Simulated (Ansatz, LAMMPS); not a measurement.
# Glassy 83P2O5-17Al2O3 (mol %) (80 atoms): where an added charge goes, part 2 of 5

Does an extra electron or hole in glassy 83P2O5-17Al2O3 (mol %) (80 atoms) stay spread out, or do the atoms trap it?

Ansatz 0.2.0; Kohn-Sham DFT, PBE, PAW (set soft_1), plane waves.

The cell: 20 P, 4 Al and 56 O. The quench rate of 6 K/ps is many orders above laboratory rates. The starting topology of bonds comes from the classical model. Only the Γ point is sampled, in a cell whose shortest periodic width is 10 Å.

So far. Step 2 (Single point at the start): The r.m.s. force at the start is 1.6 eV/Å. Step 3 (Relaxation): The relaxation converged after 29 steps, 11.1 eV below its start, with a largest force component of 0.039 eV/Å.

## (4) Single point at the relaxed geometry

The electronic structure is read at the final geometry, in a run of its own.

The input, input.yaml:

```yaml
crystal:
  lattice:
    - [10.19896, 0.0, 0.0]
    - [0.0, 10.19896, 0.0]
    - [0.0, 0.0, 10.19896]
  atoms:
    - { symbol: P, position: [0.42126, 0.93631, 0.87745] }
    - { symbol: P, position: [0.16103, 0.86687, 0.0054] }
    - { symbol: P, position: [0.05164, 0.02062, 0.68094] }
    - { symbol: P, position: [0.73343, 0.69185, 0.22039] }
    - { symbol: P, position: [0.18276, 0.2349, 0.53471] }
    - { symbol: P, position: [0.60503, 0.17923, 0.25335] }
    [... 68 atom lines left out ...]
    - { symbol: O, position: [0.28787, 0.46426, 0.92555] }
    - { symbol: O, position: [0.81649, 0.39245, 0.05881] }
    - { symbol: O, position: [0.66571, 0.95642, 0.45834] }
    - { symbol: O, position: [0.39494, 0.83072, 0.77214] }
    - { symbol: O, position: [0.69052, 0.80193, 0.13477] }
    - { symbol: O, position: [0.2908, 0.20551, 0.64236] }
kpoints:
  mp_grid: { grid: [1, 1, 1] }
hamiltonian:
  xc: pbe
  pseudopotentials: { kind: paw, azcp: { folder: soft_1 } }
scf:
  occupations: { method: fermi_dirac, width: 0.05 }
output:
  forces: true
  stress: true
  populations: true
  dos:
    method: { smearing: { sigma: 0.1 } }
    de: 0.1
    projected: { site_lists: { Al: [Al], O: [O], P: [P] } }
  eigenvalues: true
  write_density: true
  write_potential: true
  volumetric_format: npy
```

Run with:

```console
$ ansatz run input.yaml --threads 4 --pin off --max-ram 8192MiB --backend cpu --events-out ev --progress --plain --runs-dir out
```

Numbers of over 12 decimals in the logs are rounded to 6 here.

The program printed:

```text
[...]
Crystal: 80 atoms, lattice volume = 1060.883 Å³
Basis set: ecut = 420 eV, 20719 PW (Γ), exchange–correlation on 144×144×144 points (8 copies of the dense FFT grid, shifted against one another)
Bands: 304, of which v1, the nominal top of the filled ones, is band 224 counted from 1 (223 counted from 0)
Symmetry: 1 space group operations
[...]
k-points: 1
[...]
SCF iter   1: F=—  HF=-49112.195655 eV  |F-HF|=—  |Δ(HF+E_count)|=         —  Δρ=1.27e-1  dr2=1.54e2  ethr=3.10e-3  ⟨swp⟩=7.0  Hψ=1582  notcnv=0  defer=32
[...]
SCF iter  12: F=-49069.417499 eV  HF=-49069.417499 eV  |F-HF|=3.81e-8  |Δ(HF+E_count)|=   7.98e-8  Δρ=2.77e-6  dr2=7.08e-8  ethr=2.23e-11  ⟨swp⟩=28.0  Hψ=3584  notcnv=0
SCF 1 converged in 12 iterations: F = -49069.417499 eV  dr2 = 7.08e-8
[...]
WARN: The input density's exchange-correlation potential varies sharply where the density is thin. Do not read a vacuum level from v_tot or v_xc, or from such a field of the output density. On a cell that repeats whose density bears no net charge and no dipole along the vacuum's axis use v_es (v_loc + v_h of the components); [...]
SCF converged after 12 iterations
Free energy (F): -49069.417499 eV
[...]
Internal energy: -49069.417499 eV  (E = F + TS)
E sigma→0 (E₀):  -49069.417499 eV
Fermi energy:    4.999947 eV
[...]
--- Forces (eV/Å), atoms counted from 1 ---
  atom   1  P     -0.02651831    -0.00049610    -0.00337072
  atom   2  P      0.01041220     0.00095834    -0.01467429
  atom   3  P      0.00401539    -0.00489474    -0.03902119
  atom   4  P      0.01084908     0.00264366     0.00508771
  atom   5  P     -0.01662686    -0.00445480    -0.00107770
  atom   6  P     -0.00445793    -0.03491772    -0.00861486
  atom   7  P     -0.00979329    -0.01132133    -0.00426662
  atom   8  P     -0.00094553     0.03248911    -0.01285744
  atom   9  P     -0.01400205     0.00330225    -0.01369443
  atom  10  P     -0.00015548    -0.00797147     0.02827346
  atom  11  P      0.03620815    -0.00754194    -0.02215014
  atom  12  P      0.01083397     0.01091069     0.01204862
  atom  13  P      0.01723081     0.00389851     0.00860527
  atom  14  P      0.00733754     0.01670008     0.03202824
[...]
atom  79  O      0.00082039     0.02092636    -0.01583307
  atom  80  O      0.00263758    -0.00846673     0.00048002
  max |Σ_I F_I| component: 2.03e-5 eV/Å
--- Stress (GPa, compression-positive) ---
        0.633420      -0.032097       1.532359
       -0.032102      -1.157170       0.639802
        1.532358       0.639804       0.904898
  P = ⅓ Tr σ = 0.1270 GPa (1.270 kbar)
--- Band table (eV) ---
[...]
--- Löwdin populations: 80 sites ---
  site symbol       q [e]
     0      P      2.8068
     1      P      2.8972
     2      P      2.8852
[...]
79      O      6.6857
  spilling = 0.017180 (of n_electrons = 448.000000)
```

Wall time 6.9 s (4 threads of AMD EPYC 9R45, shared host); peak memory 1.3 GiB; 25 s of CPU time.

The program notes that the exchange-correlation potential is rough where the density is thin.

The run gave:

```yaml
free_energy: -49069.4175 eV
free_energy_per_atom: -613.3677 eV/atom
scf_cycles: 12
pressure: 0.127 GPa
r_m_s_force_component: 0.01142 eV/Å
longest_force: 0.04661 eV/Å
fermi_energy: 5 eV
spacing_of_highest_filled_and_lowest_empty_level: 3.721 eV
spilling_of_the_projection: 0.01718
```

Löwdin charges by element and coordination (they lack the spilled electrons, 0.096 e an atom on average):

```csv
element,coordination,atoms,mean charge (e),spread,least,most
Al,all,4,1.36,0.0643,1.30,1.47
Al,4,1,1.47,0,1.47,1.47
Al,5,2,1.34,0.0014,1.34,1.35
Al,6,1,1.30,0,1.30,1.30
O,all,56,-0.721,0.0386,-0.809,-0.668
O,1,11,-0.753,0.0267,-0.809,-0.708
O,2,45,-0.713,0.037,-0.794,-0.668
P,all,20,2.13,0.0407,2.08,2.21
P,4,19,2.13,0.0415,2.08,2.21
P,5,1,2.11,0,2.11,2.11
```

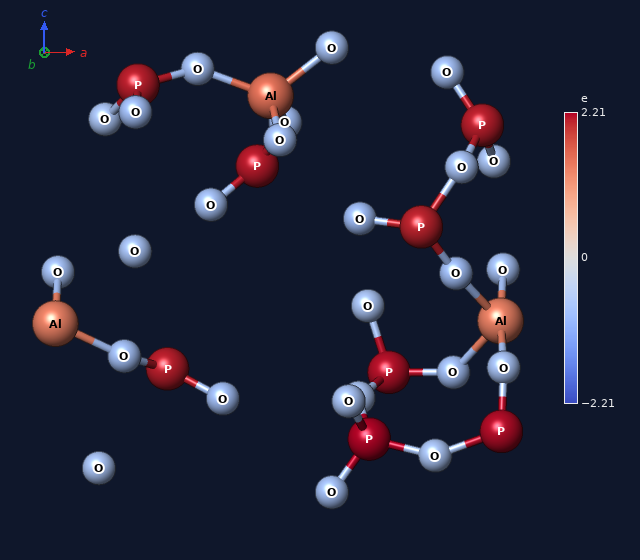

Atoms coloured by Löwdin charge. Drawn is a slice 5 Å thick, seen along the normal of the ac plane. Bonds to atoms that aren't drawn are left out.

Density of states as counts of states in windows of 1 eV (from the Fermi level), total and the larger projections:

```csv
from (eV),to (eV),total,O p,P p,O s
-18,-16,0.0,0.0,0.0,0.0
-16,-15,4.2,2.4,0.5,0.5
-15,-14,7.8,4.5,1.1,0.8
-14,-13,7.8,4.7,1.3,0.7
-13,-12,9.6,6.0,1.9,0.7
-12,-11,12.1,8.0,2.6,0.5
-11,-10,14.7,10.0,2.9,0.4
-10,-9,14.5,10.0,1.9,1.2
-9,-8,18.5,13.3,2.2,1.7
-8,-7,36.3,28.9,3.1,2.8
-7,-6,42.2,35.8,2.4,2.4
-6,-5,49.1,43.6,1.9,1.9
-5,-4,51.2,47.4,1.4,1.1
-4,-3,44.6,41.8,1.4,0.4
-3,-2,21.5,20.4,0.5,0.1
-2,-1,2.1,2.0,0.0,0.0
-1,1,0.0,0.0,0.0,0.0
1,2,1.9,0.2,0.1,0.5
2,3,3.4,0.5,0.6,0.7
3,4,10.7,1.6,2.2,2.0
4,5,22.8,3.6,7.1,3.1
```

Between -26 and -18 eV lie 112 more states.

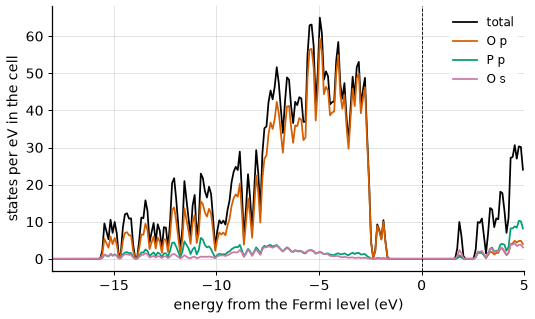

Total and projected density of states, with the broadening of the input.

The levels nearest the highest filled one (over half full), pooled over k-points and spins:

```csv
level less the highest filled one (eV),occupation
-0.893,2
-0.854,2
-0.743,2
-0.730,2
-0.265,2
0,2
3.72,0
4.63,0
4.82,0
5.17,0
5.31,0
5.51,0
```

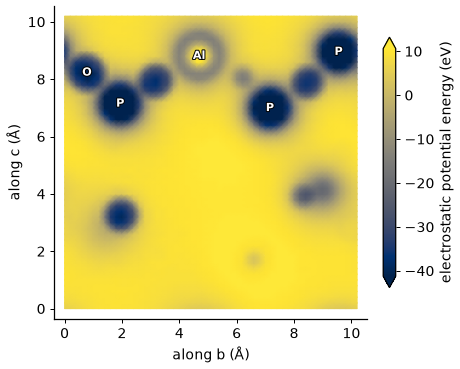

Electrostatic potential energy in the bc plane at fractional x = 0.432, with atoms of P and Al and O within 0.2 Å of it. With pseudopotentials it is smooth inside the atoms' cores, unlike the true potential.

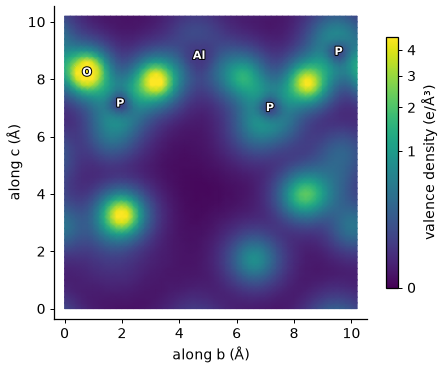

Valence density in the bc plane at fractional x = 0.432, with atoms of P and Al and O within 0.2 Å of it. It is the smooth field of the valence electrons, not physical close to the nuclei. The colour scale is stretched toward low values.

Filled and empty levels are parted by 3.72 eV (at Γ alone); a semilocal functional tends to put such gaps too low. In a disordered cell it changes from sample to sample, and tail or defect levels can set it. Mean Löwdin charges: Al +1.36, O -0.72, P +2.13 e (they miss 1.7 % of the electrons, so they add up to more than the cell's charge).

## (5) An extra electron, atoms held

The electron count changes by one with the atoms held: a vertical process, on a uniform background, with spin and a narrow Fermi–Dirac smearing. Its energy against the neutral cell hangs on the program's zero of potential.

The input, input.yaml:

```yaml
crystal:
  lattice:
    - [10.19896, 0.0, 0.0]
    - [0.0, 10.19896, 0.0]
    - [0.0, 0.0, 10.19896]
  atoms:
    [... the 80 atom lines of step 4 ...]
total_charge: -1
kpoints:
  mp_grid: { grid: [1, 1, 1] }
hamiltonian:
  xc: pbe
  pseudopotentials: { kind: paw, azcp: { folder: soft_1 } }
scf:
  occupations: { method: fermi_dirac, width: 0.01 }
  lower_state_search: "off"
output:
  forces: true
  stress: true
  populations: true
  dos:
    method: { smearing: { sigma: 0.08 } }
    de: 0.1
    projected: { site_lists: { Al: [Al], O: [O], P: [P] } }
  eigenvalues: true
  write_density: true
  write_potential: true
  volumetric_format: npy
magnetization:
  spin_polarized: true
  initial_magnetization: 1
```

The program printed:

```text
[...]
Crystal: 80 atoms, lattice volume = 1060.883 Å³
Basis set: ecut = 420 eV, 20719 PW (Γ), exchange–correlation on 144×144×144 points (8 copies of the dense FFT grid, shifted against one another)
Bands: 305, of which v1, the nominal top of the filled ones, is band 225 counted from 1 (224 counted from 0)
Symmetry: 1 space group operations
[...]
k-points: 1
[...]
Starting moments: Σ|m| = 1 μB on 80 of 80 sites
[...]
SCF iter   1: F=—  HF=-49102.102702 eV  |F-HF|=—  |Δ(HF+E_count)|=         —  Δρ=6.18e-2 (↑6.09e-2 ↓6.18e-2)  dr2=1.44e2  dr2_m=6.75e-3  M=1.000 μB ∫|m|=1.003 μB  β_m=1.00  ethr=3.10e-3  ⟨swp⟩=8.0  Hψ=3180  notcnv=0  defer=66
[...]
spin=Collinear: Resta preconditioning applied to the charge; magnetization (m = ρ↑ − ρ↓) channel mixes plain (no charge-response kernel on spin).
SCF iter   2: F=—  HF=-49070.216343 eV  |F-HF|=—  |Δ(HF+E_count)|=         —  Δρ=2.92e-2 (↑2.91e-2 ↓2.92e-2)  dr2=3.26e1  dr2_m=4.34e-4  M=0.830 μB ∫|m|=0.868 μB  β_m=0.30  ethr=3.10e-3  ⟨swp⟩=3.0  Hψ=1145  notcnv=0  defer=148
[...]
SCF iter   9: F=—  HF=-49062.511208 eV  |F-HF|=—  |Δ(HF+E_count)|=   9.03e-4  Δρ=1.99e-4 (↑1.99e-4 ↓1.93e-4)  dr2=3.67e-4  dr2_m=2.67e-4  M=0.951 μB ∫|m|=1.006 μB  β_m=0.30  ethr=2.75e-7  ⟨swp⟩=3.0  Hψ=944  notcnv=0  defer=145
[...]
spin-set hold released at iteration 9 (site moments contracting): the magnetisation degrees of freedom join the quasi-Newton model from the next iteration; the mixer history was flushed
SCF iter  10: F=—  HF=-49062.511441 eV  |F-HF|=—  |Δ(HF+E_count)|=   2.33e-4  Δρ=1.49e-4 (↑1.49e-4 ↓1.35e-4)  dr2=1.16e-4  dr2_m=1.71e-4  M=0.957 μB ∫|m|=1.014 μB  β_m=0.56  ethr=8.17e-8  ⟨swp⟩=2.0  Hψ=800  notcnv=0  defer=145
SCF iter  11: F=—  HF=-49062.511848 eV  |F-HF|=—  |Δ(HF+E_count)|=   4.06e-4  Δρ=6.69e-5 (↑6.69e-5 ↓5.98e-5)  dr2=5.12e-5  dr2_m=2.83e-5  M=0.969 μB ∫|m|=1.031 μB  β_m=0.62  ethr=2.58e-8  ⟨swp⟩=3.0  Hψ=1165  notcnv=0  defer=145
[...]
SCF iter  16: F=-49062.513124 eV  HF=-49062.513124 eV  |F-HF|=5.02e-10  |Δ(HF+E_count)|=   2.69e-9  Δρ=3.67e-7 (↑3.67e-7 ↓3.57e-7)  dr2=4.96e-9  dr2_m=4.87e-10  M=0.975 μB ∫|m|=1.041 μB  β_m=0.82  ethr=1.13e-11  ⟨swp⟩=8.5  Hψ=4042  notcnv=0
SCF iter  17: F=-49062.513124 eV  HF=-49062.513124 eV  |F-HF|=7.28e-10  |Δ(HF+E_count)|=   1.30e-9  Δρ=1.90e-7 (↑1.90e-7 ↓1.82e-7)  dr2=1.25e-9  dr2_m=4.81e-11  M=0.975 μB ∫|m|=1.041 μB  ethr=1.11e-12  ⟨swp⟩=8.0  Hψ=3743  notcnv=0
SCF 1 converged in 17 iterations: F = -49062.513124 eV  dr2 = 1.25e-9
[...]
SCF converged after 17 iterations
Magnetization: 0.9745 μB (224.9873 up, 224.0127 down)
Absolute magnetization: 1.0386 μB (∫|ρ↑−ρ↓|, with the PAW one-centre terms)
[...]
Per-site moments (μB) at R_I (Å): [(0.00941455, 0.612048), (0.0041466, 0.599834), (0.00354465, 0.598165), (0.010132, 0.613853), (0.00572138, 0.601272), [...]
Free energy (F): -49062.513124 eV
[...]
Internal energy: -49062.511758 eV  (E = F + TS)
E sigma→0 (E₀):  -49062.512441 eV
Entropy (-TS):   -0.001366 eV (-0.017 meV/atom)
Fermi energy:    6.983788 eV
[...]
Σ components = -49062.513124   (vs F -49062.513124, Δ=0.00e0)
--- Forces (eV/Å), atoms counted from 1 ---
  atom   1  P     -0.00812910    -0.06477453    -0.03545777
  atom   2  P      0.13493580     0.03858316    -0.06458415
  atom   3  P      0.01739270    -0.01752466    -0.11719550
  atom   4  P     -0.17905463    -0.21702752     0.01140939
[...]
atom  80  O     -0.10161799     0.00011679    -0.05015189
  max |Σ_I F_I| component: 1.52e-5 eV/Å
--- Stress (GPa, compression-positive) ---
        2.459836      -0.080103       1.336852
       -0.080108       0.627930       0.572793
        1.336851       0.572795       2.631232
  P = ⅓ Tr σ = 1.9063 GPa (19.063 kbar)
--- Band table (eV) ---
[...]
--- Löwdin populations: 80 sites ---
  site symbol       q [e]    m [muB]
     0      P      2.8394     0.0365
     1      P      2.9165     0.0200
     2      P      2.9030     0.0171
[...]
79      O      6.6901     0.0039
  spilling = 0.017180 (of n_electrons = 449.000000)
```

It took 16 s on 4 threads; peak memory 2 GiB.

An extra electron, atoms held: the energy stands 6.90 eV above that of the reference, with a moment of 0.97 μB.

The levels nearest the highest filled one (over half full), pooled over k-points and spins:

```csv
level less the highest filled one (eV),occupation
-4.15,1
-3.89,1
-3.89,1
0,0.987
0.087,0.013
0.962,0
1.09,0
1.11,0
```

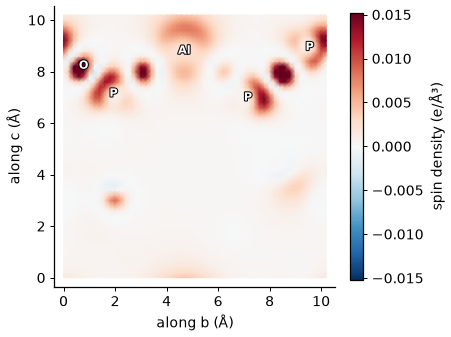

Spin density in the bc plane at fractional x = 0.432, with atoms of P and Al and O within 0.2 Å of it.

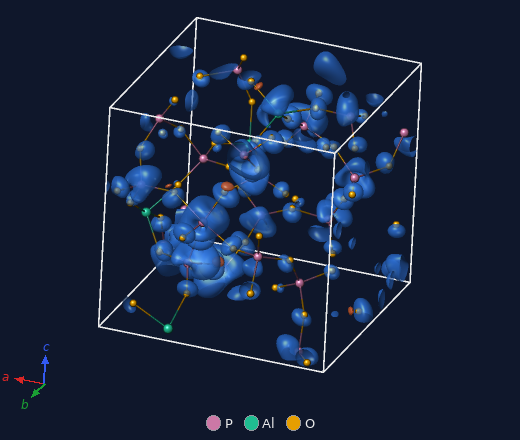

Surfaces of spin density = ±0.005 e/Å³, which hold about 50 % of the integral of its size. The two colours are the two signs. Bonds to atoms that aren't drawn are left out.

[end of part 2 of 5]

[Logs are printed without paths, hosts, clocks, repeated set-up lines and the standing remarks that a program may print on its own settings, such as how far it seeks lower states.]

[Hosts, paths, dates, database ids (printed as entryN), source tags and the programs' standing remarks are cut or masked in the printed files.]
